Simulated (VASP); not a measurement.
Band structure of TiN (space group Fm-3m). Level of theory: PBE GGA, VASP's PBE PAW potentials (set 64) (plane waves; VASP).

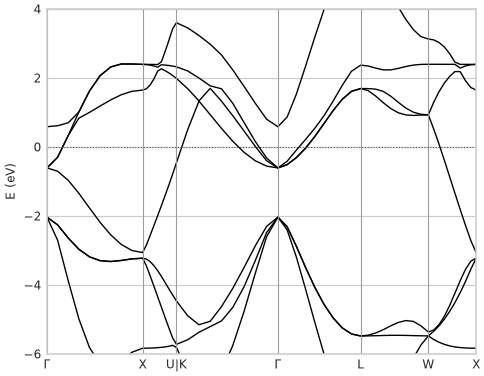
Figure. Bands along high-symmetry lines, zero at the valence-band maximum or, without a gap, the Fermi level

Problem. Read the plot: is there a gap, and where are the band edges?

Solution. It has no gap at this level: it comes out as a metal or semimetal.

The structure is a typed TiN crystal. The cell was not relaxed at this level. The electron count is odd and the run is not spin-polarised, which forces a metal.
